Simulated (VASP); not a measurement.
Band structure of Br (space group Cmce). All values below come from PBE GGA, VASP's PBE PAW potentials (set 64) (plane waves; VASP).

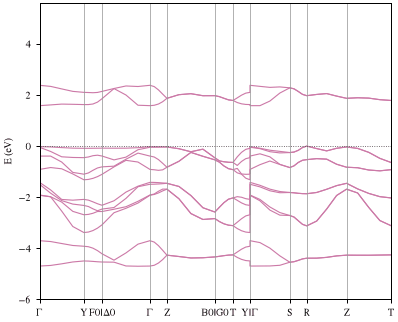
*Bands along high-symmetry lines, zero at the valence-band maximum or, without a gap, the Fermi level*

Q: Read the plot: is there a gap, and where are the band edges?

A: The gap is indirect, 1.58 eV, from the valence maximum at R to the conduction minimum at Γ.

The structure is a typed Br crystal. The cell was not relaxed at this level.
